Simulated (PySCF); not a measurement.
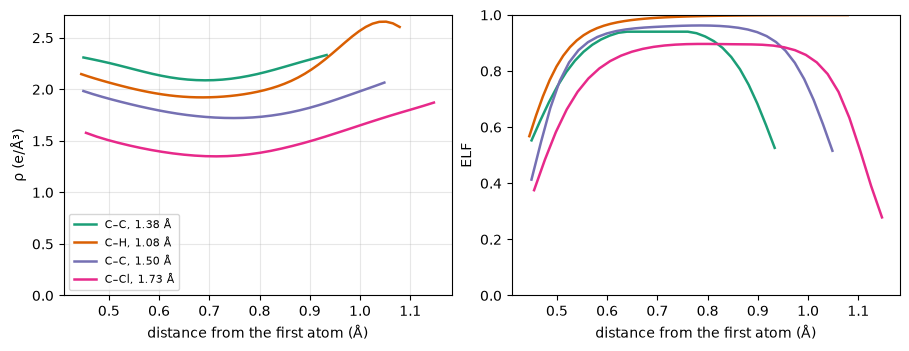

Figure. C₇H₇Cl (SMILES Cc1ccc(Cl)cc1). Total electron density and electron localisation function along straight lines between neighbouring atoms. The curves leave out the atomic cores.

Geometry: GFN2-xTB.

All numbers below come from PBE0/def2-SVPD, SCF density, gas phase in PySCF.

```xyz
15

C    -2.2462   -0.2146   -0.0556
C    -0.7562   -0.0692   -0.0068
C     0.0610   -1.1855    0.1234
C     1.4384   -1.0646    0.1518
C     2.0102    0.1923    0.0456
Cl    3.7336    0.3556    0.0831
C     1.2173    1.3198   -0.0887
C    -0.1586    1.1807   -0.1137
H    -2.5693   -1.0818    0.5147
H    -2.5736   -0.3492   -1.0868
H    -2.7363    0.6718    0.3391
H    -0.3858   -2.1657    0.2042
H     2.0650   -1.9367    0.2563
H     1.6728    2.2944   -0.1714
H    -0.7769    2.0606   -0.2172
```

Compare the contacts.

Answer. C–C (1.38 Å): ρ is about 2.1 e/Å³ halfway; the ELF peaks at about 0.95 between the atoms, as expected for localised, covalent bonding.
C–H (1.08 Å): the density is about 2 e/Å³ at the midpoint; the ELF climbs to about 1 towards the hydrogen, as it does in any bond to H: an ordinary covalent bond to hydrogen.
C–C (1.50 Å): ρ at the midpoint is about 1.7 e/Å³; the ELF peaks at about 0.95 between the atoms (a shared electron pair).
C–Cl (1.73 Å): ρ at the midpoint is about 1.5 e/Å³; the ELF peaks at about 0.90 between the atoms: a covalent bond.
